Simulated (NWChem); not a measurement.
**CH7AlSiSn (SMILES [CH3][SnH]1[AlH][SiH2]1) at 3 levels**

We compute a comparison of 3 runs (HF/STO-3G, HF/3-21G, TPSSh/def2-SVP) of CH7AlSiSn. 

The calculation is run with NWChem 7.3.0.

### Step 1. The molecule

CH7AlSiSn: 11 atoms, total charge 0, spin state singlet. SMILES: `[CH3][SnH]1[AlH][SiH2]1`. Geometry: relaxed at PBE0-D4/def2-TZVP.

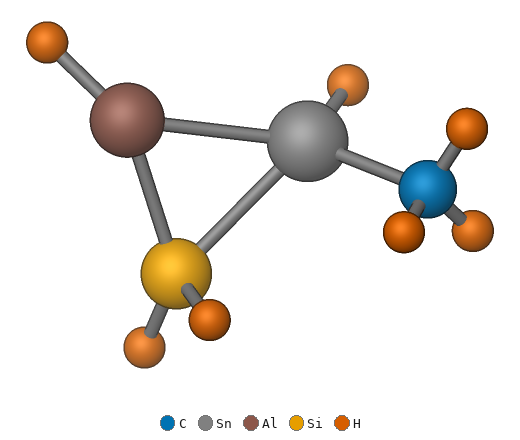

The structure, seen from a chosen angle (carbon blue, tin grey, aluminium brown, silicon amber, hydrogen orange).

### Step 2. Energy and forces at HF/STO-3G (run 1)

The input, a.nw:

```
start a
memory 2200 mb

geometry noautosym nocenter noautoz
  C     -1.420900     1.453500    -0.672700
  Sn    -0.697700    -0.180300     0.520300
  Al     1.557800    -0.685100     1.787900
  Si     1.504800    -1.213600    -0.533900
  H     -2.006400     1.059800    -1.503100
  H     -2.047700     2.103800    -0.062200
  H     -0.573300     2.018600    -1.057400
  H     -2.046200    -1.159000     0.951900
  H      2.058600    -1.141300     3.225600
  H      1.863500     0.059600    -1.236600
  H      1.872800    -2.373000    -1.399000
end

basis spherical bse
  C library STO-3G
  Sn library STO-3G
  Al library STO-3G
  Si library STO-3G
  H library STO-3G
end

scf
  thresh 1e-08
  maxiter 80
  noprint "final vectors analysis"
end

task scf gradient
```

The run is started by

```
nwchem a.nw > a.out
```

Output:

```text
[...]
  functions       =    57
[...]
  wavefunction    = RHF
[...]
         Total SCF energy =  -6529.334918267973
      One-electron energy = -10078.852837624743
      Two-electron energy =   3029.472538857414
 Nuclear repulsion energy =    520.045380499355
        Time for solution =      6.9s
[...]
                         RHF ENERGY GRADIENTS
    atom               coordinates                        gradient
                 x          y          z           x          y          z
   1 C      -2.685112   2.746717  -1.271219   -0.006569   0.013417  -0.015966
   2 Sn     -1.318462  -0.340718   0.983224   -0.016989   0.035173  -0.003616
   3 Al      2.943815  -1.294651   3.378641    0.010961   0.016523   0.013626
   4 Si      2.843660  -2.293371  -1.008925    0.013323  -0.033609  -0.021408
   5 H      -3.791546   2.002732  -2.840447   -0.003199  -0.008430  -0.003636
   6 H      -3.869592   3.975606  -0.117541   -0.003184  -0.000163   0.010303
   7 H      -1.083380   3.814601  -1.998196    0.010104  -0.000776   0.000968
   8 H      -3.866757  -2.190192   1.798830   -0.022855  -0.017022   0.009466
   9 H       3.890190  -2.156744   6.095500    0.011376  -0.014424   0.039320
  10 H       3.521504   0.112628  -2.336835   -0.002238   0.033176  -0.011130
  11 H       3.539079  -4.484320  -2.643727    0.009270  -0.023865  -0.017927
[...]
```

Run time: 11 s. Hardware: 1 thread of Intel Xeon 6975P-C (Granite Rapids), shared host; peak memory 0.097 GiB.

### Step 3. Energy and gradient at HF/3-21G (run 2)

The input, mol.nw:

```
start mol
title "CH7AlSiSn"
memory total 2200 mb
geometry units angstroms noautosym nocenter noautoz
C    -1.420900    1.453500   -0.672700
Sn   -0.697700   -0.180300    0.520300
Al    1.557800   -0.685100    1.787900
Si    1.504800   -1.213600   -0.533900
H    -2.006400    1.059800   -1.503100
H    -2.047700    2.103800   -0.062200
H    -0.573300    2.018600   -1.057400
H    -2.046200   -1.159000    0.951900
H     2.058600   -1.141300    3.225600
H     1.863500    0.059600   -1.236600
H     1.872800   -2.373000   -1.399000
end
basis "ao basis" spherical bse
* library 3-21G
end
scf
thresh 1e-08
maxiter 80
print medium
end
task scf gradient
```

The run is started by

```
nwchem mol.nw > mol.out
```

Output:

```text
[...]
  functions       =    80
[...]
  wavefunction    = RHF
[...]
         Total SCF energy =  -6565.925030581106
      One-electron energy = -10101.547403359287
      Two-electron energy =   3015.576992278825
 Nuclear repulsion energy =    520.045380499355
        Time for solution =      8.5s
[...]
                         RHF ENERGY GRADIENTS
    atom               coordinates                        gradient
                 x          y          z           x          y          z
   1 C      -2.685112   2.746717  -1.271219    0.001781  -0.008181   0.002321
   2 Sn     -1.318462  -0.340718   0.983224    0.009702  -0.001015   0.000615
   3 Al      2.943815  -1.294651   3.378641   -0.007082  -0.001039  -0.015257
   4 Si      2.843660  -2.293371  -1.008925   -0.005414   0.008448   0.017385
   5 H      -3.791546   2.002732  -2.840447   -0.002464  -0.003319  -0.003104
   6 H      -3.869592   3.975606  -0.117541   -0.002396   0.001167   0.004913
   7 H      -1.083380   3.814601  -1.998196    0.005548   0.000831  -0.000452
   8 H      -3.866757  -2.190192   1.798830    0.005270   0.005073  -0.002475
   9 H       3.890190  -2.156744   6.095500   -0.002386  -0.000370  -0.000909
  10 H       3.521504   0.112628  -2.336835   -0.002217  -0.001540  -0.000659
  11 H       3.539079  -4.484320  -2.643727   -0.000342  -0.000055  -0.002378
[...]
```

It took 14 s on 1 thread of Intel Xeon 6975P-C (Granite Rapids), shared host; peak memory 0.1 GiB.

### Step 4. Energy and forces at TPSSh/def2-SVP (core potential) (run 3)

The input, mol.nw:

```
start mol
memory total 2200 mb

geometry units angstrom noautosym nocenter noautoz
  C     -1.420900     1.453500    -0.672700
  Sn    -0.697700    -0.180300     0.520300
  Al     1.557800    -0.685100     1.787900
  Si     1.504800    -1.213600    -0.533900
  H     -2.006400     1.059800    -1.503100
  H     -2.047700     2.103800    -0.062200
  H     -0.573300     2.018600    -1.057400
  H     -2.046200    -1.159000     0.951900
  H      2.058600    -1.141300     3.225600
  H      1.863500     0.059600    -1.236600
  H      1.872800    -2.373000    -1.399000
end

basis spherical bse
  * library def2-SVP
end

ecp bse
  Sn library def2-SVP
end

dft
  xc xctpssh
  grid fine
  convergence energy 1e-08
  maxiter 100
  mulliken
  noprint "final vectors analysis"
end

task dft gradient
```

The run is started by

```
nwchem mol.nw > mol.out
```

Output, shortened:

```text
[...]
          Wavefunction type:  closed shell.
          No. of atoms     :    11
          No. of electrons :    62
[...]
          Charge           :     0
          Spin multiplicity:     1
[...]
          AO basis - number of functions:   111
[...]
              XC Information
              --------------
                  TPSS hybrid Method XC Functional
                     Hartree-Fock (Exact) Exchange  0.100
                  TPSS metaGGA Exchange Functional  0.900
             TPSS03 metaGGA Correlation Functional  1.000
[...]
 d= 0,ls=0.0,diis     1   -788.2198248980 -1.08D+03  8.44D-03  2.05D-01     3.8
[...]
 d= 0,ls=0.0,diis    10   -788.2592379088 -2.01D-09  2.96D-07  6.17D-10    33.6
         Total DFT energy =     -788.259237908799
      One electron energy =    -1748.209960438642
           Coulomb energy =      735.473477519883
    Exchange-Corr. energy =      -65.588334321349
 Nuclear repulsion energy =      290.065579331308
[...]
      Total Density - Mulliken Population Analysis
     ---------------------------------------------
[...]
  wavefunction    = closed shell
                         DFT ENERGY GRADIENTS
    atom               coordinates                        gradient
                 x          y          z           x          y          z
   1 C      -2.685112   2.746717  -1.271219    0.000179  -0.000507   0.000330
   2 Sn     -1.318462  -0.340718   0.983224   -0.001003   0.002586  -0.003591
   3 Al      2.943815  -1.294651   3.378641   -0.001128  -0.000367  -0.002685
   4 Si      2.843660  -2.293371  -1.008925   -0.001409   0.001596   0.001613
   5 H      -3.791546   2.002732  -2.840447    0.003586   0.002385   0.005060
   6 H      -3.869592   3.975606  -0.117541    0.003752  -0.003908  -0.003736
   7 H      -1.083380   3.814601  -1.998196   -0.004974  -0.003439   0.002317
   8 H      -3.866757  -2.190192   1.798830    0.001787   0.001447  -0.000677
   9 H       3.890190  -2.156744   6.095500   -0.000017   0.000231  -0.000014
  10 H       3.521504   0.112628  -2.336835   -0.000402  -0.000719   0.000746
  11 H       3.539079  -4.484320  -2.643727   -0.000372   0.000696   0.000637
[...]
```

It took 47 s on 1 thread of Intel Xeon 6975P-C (Granite Rapids), shared host; peak memory 0.14 GiB.

### Step 5. Overview of the runs

```csv
run,level,iteration cap,module,energy (Eh),dipole moment (D),largest force (eV/Å),wall time
1,HF/STO-3G,80,scf,-6529.334918,2.89,2.232,11 s
2,HF/3-21G,80,scf,-6565.925031,1.42,1.032,14 s
3,TPSSh/def2-SVP (core potential),100,dft,-788.259238,1.02,0.342,47 s
```

### Step 6. What came out

```
                       quantity          value
            run 3: total energy  -788.25924 Eh
           run 3: dipole moment         1.02 D
run 3: largest force on an atom     0.342 eV/Å
```

**Reading.** The dipole moment (its size) runs from 1.02 D (TPSSh/def2-SVP) to 2.89 D (HF/STO-3G). The two ends differ in method and basis and core potential. Some runs of one species differ in core potentials or relativity; totals across that change don't compare. In run 1 the basis is minimal, so the values are rough. In runs 1, 2 relativity is left out where basis or elements ask for it. All runs together took 71 s, the longest 47 s.
